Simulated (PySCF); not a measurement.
# B3LYP/STO-3G run of SiH3F (SMILES F[SiH3])

Aim: the energy change on altering one bond length of SiH3F at B3LYP/STO-3G, from 2 runs. 

The results are computed with PySCF 2.14.0.

9 further runs of the same task are left out: 3 that didn't finish, 6 set aside as unsound or not needed.

### 1 The structure to begin with

The species is SiH3F (5 atoms), meant as a singlet with charge 0. As SMILES, `F[SiH3]`. The coordinates come from a PBE0-D4/def2-TZVP relaxation.

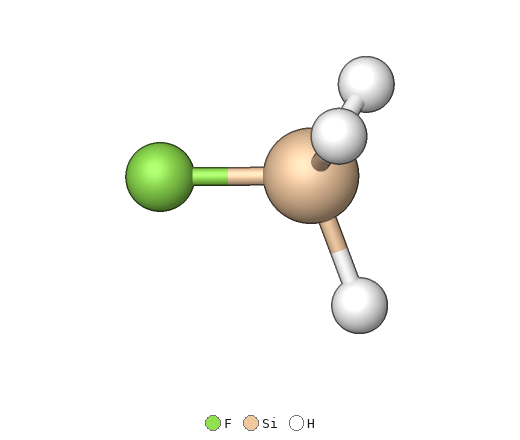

Viewed from a chosen angle; fluorine green, silicon light orange, hydrogen white.

### 2 A single-point energy at B3LYP/STO-3G

Input file calc.py:

```python
# F[SiH3]
from pyscf import gto, dft

system = gto.M(
    atom='''
F     -1.274600     0.162800     0.858000
Si     0.043300    -0.019300    -0.030700
H     -0.367800    -0.192600    -1.443700
H      0.768600    -1.217900     0.451600
H      0.880500     1.193400     0.123400
''',
    verbose=4,
    basis='sto-3g',
    charge=0,
    max_memory=1860,
)

myscf = dft.RKS(system)
myscf.xc = 'b3lyp'
myscf.grids.level = 5
myscf.conv_tol = 1e-10
myscf.kernel()
if not myscf.converged:
    myscf = myscf.newton().run(myscf.mo_coeff, myscf.mo_occ)

e_tot = myscf.e_tot
print('E(%s) = %.9f' % ('B3LYP', e_tot))
```

Command:

```
$ OMP_NUM_THREADS=1 python calc.py
```

Log:

```text
PySCF version 2.14.0

[INPUT] num. atoms = 5
[INPUT] num. electrons = 26
[INPUT] charge = 0
[INPUT] spin (= nelec alpha-beta = 2S) = 0
[INPUT] symmetry False subgroup None
[INPUT] Mole.unit = angstrom
[INPUT] Symbol           X                Y                Z      unit          X                Y                Z       unit  Magmom
[INPUT]  1 F     -1.274600000000   0.162800000000   0.858000000000 AA   -2.408644918371   0.307647413079   1.621385014877 Bohr   0.0
[INPUT]  2 Si     0.043300000000  -0.019300000000  -0.030700000000 AA    0.081825141194  -0.036471714204  -0.058014592024 Bohr   0.0
[INPUT]  3 H     -0.367800000000  -0.192600000000  -1.443700000000 AA   -0.695041268615  -0.363961251591  -2.728197606035 Bohr   0.0
[INPUT]  4 H      0.768600000000  -1.217900000000   0.451600000000 AA    1.452443499341  -2.301497447108   0.853400317854 Bohr   0.0
[INPUT]  5 H      0.880500000000   1.193400000000   0.123400000000 AA    1.663903852680   2.255199157056   0.233192203771 Bohr   0.0

nuclear repulsion = 63.0428072540354
number of shells = 11
number of NR pGTOs = 51
number of NR cGTOs = 17
basis = sto-3g
ecp = {}

******** <class 'pyscf.dft.rks.RKS'> ********
method = RKS
initial guess = minao
damping factor = 0
level_shift factor = 0
DIIS = <class 'pyscf.scf.diis.CDIIS'>
diis_start_cycle = 1
diis_space = 8
diis_damp = 0
SCF conv_tol = 1e-10
SCF conv_tol_grad = None
SCF max_cycles = 50
direct_scf = True
direct_scf_tol = 1e-13
XC library pyscf.dft.libxc version 7.0.0
    S. Lehtola, C. Steigemann, M. J.T. Oliveira, and M. A.L. Marques.,  SoftwareX 7, 1–5 (2018)
XC functionals = b3lyp
    P. J. Stephens, F. J. Devlin, C. F. Chabalowski, and M. J. Frisch.,  J. Phys. Chem. 98, 11623 (1994)
radial grids:
    Treutler-Ahlrichs [JCP 102, 346 (1995); DOI:10.1063/1.469408] (M4) radial grids

becke partition: Becke, JCP 88, 2547 (1988); DOI:10.1063/1.454033
pruning grids: <function nwchem_prune>
grids dens level: 5
symmetrized grids: False
atomic radii adjust function: <function treutler_atomic_radii_adjust>
small_rho_cutoff = 0
Set gradient conv threshold to 1e-05
Initial guess from minao.
tot grids = 158056
init E= -386.078692536659
  HOMO = -0.346264195108621  LUMO = 0.143686678197958  gap/eV = 13.33224
cycle= 1 E= -386.250676051977  delta_E= -0.172  |g|= 0.385  |ddm|= 2.26
  HOMO = -0.0371881742254849  LUMO = 0.253742593434964  gap/eV = 7.91663
cycle= 2 E= -386.216988775548  delta_E= 0.0337  |g|= 0.564  |ddm|= 1.57
  HOMO = -0.179241996198187  LUMO = 0.28028585686045  gap/eV = 12.50439
cycle= 3 E= -386.321162321867  delta_E= -0.104  |g|= 0.0289  |ddm|= 0.846
  HOMO = -0.176895531510019  LUMO = 0.2857260360902  gap/eV = 12.58857
cycle= 4 E= -386.32144991345  delta_E= -0.000288  |g|= 0.00854  |ddm|= 0.0554
  HOMO = -0.181304852870112  LUMO = 0.284369505172899  gap/eV = 12.67164
cycle= 5 E= -386.32148251467  delta_E= -3.26e-05  |g|= 0.000201  |ddm|= 0.0174
  HOMO = -0.181261572233765  LUMO = 0.28442830895403  gap/eV = 12.67207
cycle= 6 E= -386.321482536373  delta_E= -2.17e-08  |g|= 4.28e-05  |ddm|= 0.000498
  HOMO = -0.181242111630943  LUMO = 0.284432047837588  gap/eV = 12.67164
cycle= 7 E= -386.321482537135  delta_E= -7.61e-10  |g|= 1.86e-06  |ddm|= 7.26e-05
  HOMO = -0.181241280838687  LUMO = 0.284432134739807  gap/eV = 12.67162
cycle= 8 E= -386.321482537136  delta_E= -1.02e-12  |g|= 4.4e-08  |ddm|= 3.34e-06
  HOMO = -0.181241311146029  LUMO = 0.284432128277825  gap/eV = 12.67162
Extra cycle  E= -386.321482537136  delta_E= -3.41e-13  |g|= 3.4e-08  |ddm|= 1.59e-07
converged SCF energy = -386.321482537136
E(B3LYP) = -386.321482537
```

Wall time 4.5 s (1 thread of Arm Neoverse N1, shared host); peak memory 0.19 GiB.

### 3 The distorted shape at the same level

Input file input.py:

```python
from pyscf import gto, dft

system = gto.M(
    atom='''
F     -2.725080    -0.150715     1.563140
Si    -0.234609    -0.494834    -0.116260
H     -1.011476    -0.822324    -2.786443
H      1.136009    -2.759860     0.795155
H      1.663904     2.255199     0.233192
''',
    charge=0,
    spin=0,
    unit='bohr',
    max_memory=1860,
    basis='sto-3g',
    verbose=4,
)

mf = dft.RKS(system)
mf.xc = 'b3lyp'
mf.conv_tol = 1e-10
mf.grids.level = 5
mf.kernel()
if not mf.converged:
    mf = mf.newton().run(mf.mo_coeff, mf.mo_occ)

etot = mf.e_tot
print('E(%s) = %.9f' % ('B3LYP', etot))
```

Command:

```
$ OMP_NUM_THREADS=1 python input.py
```

Log:

```text
PySCF version 2.14.0

[INPUT] num. atoms = 5
[INPUT] num. electrons = 26
[INPUT] charge = 0
[INPUT] spin (= nelec alpha-beta = 2S) = 0
[INPUT] symmetry False subgroup None
[INPUT] Mole.unit = bohr
[INPUT] Symbol           X                Y                Z      unit          X                Y                Z       unit  Magmom
[INPUT]  1 F     -1.442050233934  -0.079754943344   0.827178065477 AA   -2.725080000000  -0.150715000000   1.563140000000 Bohr   0.0
[INPUT]  2 Si    -0.124149736277  -0.261854875988  -0.061522142542 AA   -0.234609000000  -0.494834000000  -0.116260000000 Bohr   0.0
[INPUT]  3 H     -0.535250048593  -0.435155120793  -1.474522135128 AA   -1.011476000000  -0.822324000000  -2.786443000000 Bohr   0.0
[INPUT]  4 H      0.601150074200  -1.460455017330   0.420777905149 AA    1.136009000000  -2.759860000000   0.795155000000 Bohr   0.0
[INPUT]  5 H      0.880500077959   1.193399916890   0.123399892169 AA    1.663904000000   2.255199000000   0.233192000000 Bohr   0.0

nuclear repulsion = 62.0013452564818
number of shells = 11
number of NR pGTOs = 51
number of NR cGTOs = 17
basis = sto-3g
ecp = {}

******** <class 'pyscf.dft.rks.RKS'> ********
method = RKS
initial guess = minao
damping factor = 0
level_shift factor = 0
DIIS = <class 'pyscf.scf.diis.CDIIS'>
diis_start_cycle = 1
diis_space = 8
diis_damp = 0
SCF conv_tol = 1e-10
SCF conv_tol_grad = None
SCF max_cycles = 50
direct_scf = True
direct_scf_tol = 1e-13
XC library pyscf.dft.libxc version 7.0.0
    S. Lehtola, C. Steigemann, M. J.T. Oliveira, and M. A.L. Marques.,  SoftwareX 7, 1–5 (2018)
XC functionals = b3lyp
    P. J. Stephens, F. J. Devlin, C. F. Chabalowski, and M. J. Frisch.,  J. Phys. Chem. 98, 11623 (1994)
radial grids:
    Treutler-Ahlrichs [JCP 102, 346 (1995); DOI:10.1063/1.469408] (M4) radial grids

becke partition: Becke, JCP 88, 2547 (1988); DOI:10.1063/1.454033
pruning grids: <function nwchem_prune>
grids dens level: 5
symmetrized grids: False
atomic radii adjust function: <function treutler_atomic_radii_adjust>
small_rho_cutoff = 0
Set gradient conv threshold to 1e-05
[... 1 set-up line as earlier in the session ...]
tot grids = 158056
init E= -385.993892865687
  HOMO = -0.308893088810273  LUMO = 0.0844101073927374  gap/eV = 10.70233
cycle= 1 E= -386.216354365957  delta_E= -0.222  |g|= 0.391  |ddm|= 2.26
  HOMO = -0.0443322503980363  LUMO = 0.16333194141405  gap/eV = 5.65083
cycle= 2 E= -386.152712192037  delta_E= 0.0636  |g|= 0.654  |ddm|= 1.65
  HOMO = -0.177950326673008  LUMO = 0.188936036275536  gap/eV = 9.98349
cycle= 3 E= -386.2886848604  delta_E= -0.136  |g|= 0.0447  |ddm|= 0.931
  HOMO = -0.175934872943709  LUMO = 0.187833546293974  gap/eV = 9.89864
cycle= 4 E= -386.289464614854  delta_E= -0.00078  |g|= 0.0161  |ddm|= 0.105
  HOMO = -0.180715322981947  LUMO = 0.189365654664998  gap/eV = 10.07042
cycle= 5 E= -386.289597764922  delta_E= -0.000133  |g|= 0.000831  |ddm|= 0.0352
  HOMO = -0.180929197853442  LUMO = 0.189150008430301  gap/eV = 10.07037
cycle= 6 E= -386.289598197602  delta_E= -4.33e-07  |g|= 0.000196  |ddm|= 0.00247
  HOMO = -0.180865009662882  LUMO = 0.189204905513105  gap/eV = 10.07012
cycle= 7 E= -386.289598217939  delta_E= -2.03e-08  |g|= 3.13e-05  |ddm|= 0.000441
  HOMO = -0.180855530573293  LUMO = 0.189201675336867  gap/eV = 10.06977
cycle= 8 E= -386.28959821835  delta_E= -4.12e-10  |g|= 1.68e-06  |ddm|= 5.23e-05
  HOMO = -0.180854981561554  LUMO = 0.189201634341684  gap/eV = 10.06975
cycle= 9 E= -386.289598218352  delta_E= -1.36e-12  |g|= 2.6e-08  |ddm|= 3.02e-06
  HOMO = -0.180854981519576  LUMO = 0.189201626729497  gap/eV = 10.06975
Extra cycle  E= -386.289598218352  delta_E=    0  |g|= 1.42e-08  |ddm|= 7.89e-08
converged SCF energy = -386.289598218352
E(B3LYP) = -386.289598218
```

Wall time 4.2 s (1 thread of Arm Neoverse N1, shared host); peak memory 0.19 GiB.

### 4 Outcome

Level: B3LYP/STO-3G.

| quantity | value |
| --- | --- |
| first shape: total energy | -386.32148 Eh |
| first shape: dipole moment | 0.59 D |
| first shape: HOMO energy | -4.93 eV |
| first shape: LUMO energy | 7.74 eV |
| first shape: HOMO–LUMO gap | 12.67 eV |
| distorted shape: total energy | -386.28960 Eh |
| distorted shape: dipole moment | 0.53 D |
| distorted shape: HOMO energy | -4.92 eV |
| distorted shape: LUMO energy | 5.15 eV |
| distorted shape: HOMO–LUMO gap | 10.07 eV |
| energy change with the Si2–H5 bond stretched from 1.482 to 1.778 Å | 0.868 eV |

In words: With the Si2–H5 bond stretched from 1.482 to 1.778 Å the energy rises by 0.87 eV (20.0 kcal/mol). The first shape isn't relaxed at this level, so the change isn't measured from a minimum. The minimal basis adds a large error of its own. Mulliken charges (first shape) run from -0.25 on F1 to +0.67 on Si2.
